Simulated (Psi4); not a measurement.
**[GePH4]− (SMILES [PH2][GeH2-]): BLYP/def2-TZVP**

Aim: the vertical ionisation energy of [GePH4]− at BLYP/def2-TZVP, from 2 runs. 

The results are computed with Psi4 1.11.

1 further run of the same task is left out (set aside as unsound or not needed).

## 1. The structure to begin with

The species is [GePH4]− (6 atoms), meant as a singlet with charge -1. As SMILES, `[PH2][GeH2-]`. The shape comes from GFN2-xTB, which is rough for such elements, and wasn't checked as a minimum. This is one conformer, not always the lowest.

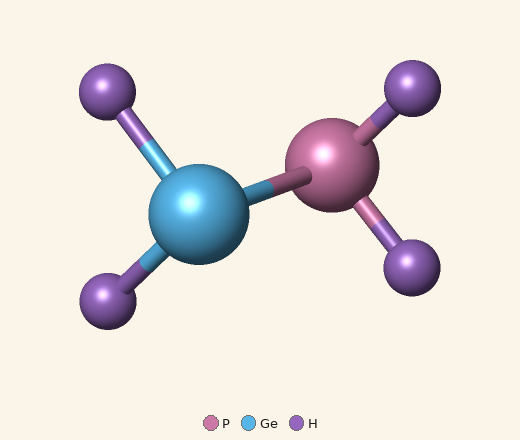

Viewed from a chosen angle; phosphorus pink, germanium blue, hydrogen purple.

## 2. Energy and forces at BLYP/def2-TZVP

job.dat reads:

```
memory 1600 MB

molecule {
  -1 1
  P     -1.36145319    -1.69412057    -0.06135941
  Ge     1.64355150     1.60027677     0.05364932
  H     -0.16349910    -3.12398185     1.76953954
  H     -0.12732975    -3.03221675    -1.93734722
  H      0.01850042     3.18976321    -2.07461693
  H     -0.00976988     3.06027918     2.25013469
  units au
  symmetry c1
}

set globals {
  puream true
  e_convergence 1e-09
  d_convergence 1e-08
  scf_type pk
  dft_radial_points 99
  dft_spherical_points 590
}

e = gradient("blyp/def2-TZVP")
```

Launch:

```
$ psi4 -i job.dat -o job.out -n 1
```

job.out:

```text
[...]
  Running in c1 symmetry.
[...]
  Nuclear repulsion =  158.212500299409669
[...]
  Multiplicity = 1
[...]
  Nalpha       = 26
  Nbeta        = 26
[...]
    Number of basis functions: 109
[...]
   @RKS iter   1: -2418.59573364564267   -1.09051e+00   3.12847e-02 ADIIS/DIIS
[...]
   @RKS iter  13: -2420.82975848957358   -5.13865e-11   8.34811e-09 DIIS
[...]
    Orbital Energies [Eh]
    ---------------------
    Doubly Occupied:
       1A   -396.929838     2A    -76.140602     3A    -48.934071
       4A    -43.558365     5A    -43.558059     6A    -43.556985
       7A     -6.085146     8A     -5.708073     9A     -4.310055
      10A     -4.307763    11A     -4.304818    12A     -3.928944
      13A     -3.927793    14A     -3.924358    15A     -0.839005
      16A     -0.838373    17A     -0.835690    18A     -0.835610
      19A     -0.833668    20A     -0.379503    21A     -0.232257
      22A     -0.154642    23A     -0.073581    24A     -0.048442
      25A     -0.035869    26A      0.031414
[...]
  @RKS Final Energy: -2420.82975848957358
   => Energetics <=
    Nuclear Repulsion Energy =            158.2125002994096690
    One-Electron Energy =               -3696.2276825967419427
    Two-Electron Energy =                1221.1653537810386752
    DFT Exchange-Correlation Energy =    -103.9799299732803064
    Empirical Dispersion Energy =           0.0000000000000000
    VV10 Nonlocal Energy =                  0.0000000000000000
    Total Energy =                      -2420.8297584895735781
[...]
 Multipole Moments:
 ------------------------------------------------------------------------------------
     Multipole            Electronic (a.u.)      Nuclear  (a.u.)        Total (a.u.)
 ------------------------------------------------------------------------------------
 L = 1.  Multiply by 2.5417464519 to convert [e a0] to [Debye]
 Dipole X            :          5.6517906           -5.1171358            0.5346548
 Dipole Y            :          4.6650168           -4.9712526           -0.3062358
 Dipole Z            :          0.1621612           -0.1665233           -0.0043621
 Magnitude           :                                                    0.6161616
[...]
  -Total Gradient:
     Atom            X                  Y                   Z
    ------   -----------------  -----------------  -----------------
       1        0.031221857509    -0.005843755531     0.000190263812
       2       -0.009846467973    -0.021962493318    -0.000609965302
       3       -0.008179104667     0.013615598982    -0.016812980549
       4       -0.008504484080     0.012737449269     0.017288638242
       5       -0.002383370464     0.000728344005     0.000630513470
       6       -0.002310598016     0.000722785498    -0.000686498197
[...]
```

Run time: 19 s. Hardware: 1 thread of Intel Xeon 6975P-C (Granite Rapids), shared host; peak memory 0.6 GiB.

## 3. Doublet neutral GePH4: the energy at UBLYP/def2-TZVP

geh4p.dat reads:

```
memory 1600 MB

molecule {
  0 2
  P     -0.720450    -0.896490    -0.032470
  Ge     0.869730     0.846830     0.028390
  H     -0.086520    -1.653140     0.936400
  H     -0.067380    -1.604580    -1.025200
  H      0.009790     1.687950    -1.097840
  H     -0.005170     1.619430     1.190720
  symmetry c1
}

set {
  basis def2-TZVP
  reference uks
  puream true
  e_convergence 1e-09
  d_convergence 1e-08
  scf_type pk
  dft_radial_points 99
  dft_spherical_points 590
  maxiter 200
}

E, wfn = energy('blyp', return_wfn=True)
```

Launch:

```
$ psi4 -n 1 geh4p.dat geh4p.out
```

geh4p.out:

```text
[...]
  Running in c1 symmetry.
[...]
  Nuclear repulsion =  158.212500119900142
[...]
  Multiplicity = 2
[...]
  Nalpha       = 26
  Nbeta        = 25
[...]
    Number of basis functions: 109
[...]
   @UKS iter   1: -2418.67867656014050   -1.17345e+00   3.07335e-02 ADIIS/DIIS
[...]
   @UKS iter  15: -2420.75608770556573   -9.09495e-12   9.82722e-09 DIIS
[...]
   @S^2 Observed:                7.528950794E-01
[...]
    Orbital Energies [Eh]
    ---------------------
    Alpha Occupied:
       1A   -397.181395     2A    -76.366194     3A    -49.184277
       4A    -43.809174     5A    -43.807814     6A    -43.807807
       7A     -6.309460     8A     -5.958566     9A     -4.533492
      10A     -4.532893    11A     -4.530398    12A     -4.180262
      13A     -4.176415    14A     -4.176289    15A     -1.089780
      16A     -1.088078    17A     -1.087886    18A     -1.085531
      19A     -1.084301    20A     -0.593908    21A     -0.461611
      22A     -0.356600    23A     -0.289109    24A     -0.265536
      25A     -0.257149    26A     -0.209473
    Alpha Virtual:
[...]
  @UKS Final Energy: -2420.75608770556573
   => Energetics <=
    Nuclear Repulsion Energy =            158.2125001199001417
    One-Electron Energy =               -3684.1921826917550788
    Two-Electron Energy =                1208.9553220683690142
    DFT Exchange-Correlation Energy =    -103.7317272020798100
    Empirical Dispersion Energy =           0.0000000000000000
    VV10 Nonlocal Energy =                  0.0000000000000000
    Total Energy =                      -2420.7560877055657329
[...]
 Multipole Moments:
 ------------------------------------------------------------------------------------
     Multipole            Electronic (a.u.)      Nuclear  (a.u.)        Total (a.u.)
 ------------------------------------------------------------------------------------
 L = 1.  Multiply by 2.5417464519 to convert [e a0] to [Debye]
 Dipole X            :          5.4151080           -5.1171358            0.2979722
 Dipole Y            :          4.5385152           -4.9712526           -0.4327374
 Dipole Z            :          0.1566755           -0.1665233           -0.0098478
 Magnitude           :                                                    0.5254960
[...]
```

It took 20 s on 1 thread of Intel Xeon 6975P-C (Granite Rapids), shared host; peak memory 0.59 GiB.

## 4. Outcome

Level: BLYP/def2-TZVP.

```
                                                               quantity           value
                                         singlet [GePH4]−: total energy  -2420.82976 Eh
                                          singlet [GePH4]−: HOMO energy         0.85 eV
                                          singlet [GePH4]−: LUMO energy         4.74 eV
singlet [GePH4]−: HOMO–LUMO gap (to an unbound level, set by the basis)         3.89 eV
                             singlet [GePH4]−: largest force on an atom      1.633 eV/Å
                                    doublet neutral GePH4: total energy  -2420.75609 Eh
                                   doublet neutral GePH4: dipole moment          1.34 D
              doublet neutral GePH4: HOMO energy (highest over α and β)        -5.70 eV
               doublet neutral GePH4: LUMO energy (lowest over α and β)        -4.86 eV
                                            doublet neutral GePH4: ⟨S²⟩           0.753
                    vertical detachment energy (to the doublet neutral)        2.005 eV
```

**Reading.** Removing an electron at fixed nuclei costs 2.00 eV (46 kcal/mol). The largest force (singlet [GePH4]−) is 1.63 eV/Å: the shape isn't a stationary point for this species at this level. −ε(HOMO) before ionisation, -0.85 eV, is 2.86 eV below this ionisation energy. The HOMO (singlet [GePH4]−) lies at positive energy, 0.85 eV, as semi-local functionals often give for anions; only total energies tell whether the electron is bound.
